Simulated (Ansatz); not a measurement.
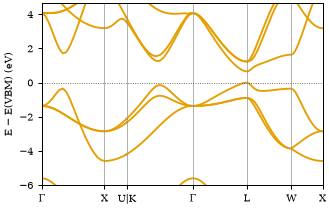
*Band structure from PBEsol in the plane-wave PAW code Ansatz*

**Question.** Read off the gap and where the band edges lie.

**Answer.** About 0.7 eV (0.65 eV by a search for the band edges); maximum at L, minimum at L.

**Question.** Which compound is it?
A) BAs, zinc blende
B) TePb, rock salt
C) BaO, rock salt
D) BeTe, zinc blende

**Answer.** B, TePb, rock salt

Space group Fm-3m (rock salt). The PBEsol relaxation kept the symmetry of its start. Scalar-relativistic: spin–orbit coupling is off unless named, which matters more the heavier the elements.

Potentials: the earlier of the program's two PAW sets. The files were generated under PBE; for other functionals the program regenerates the frozen cores, and for LDA and PBEsol the local potential too.
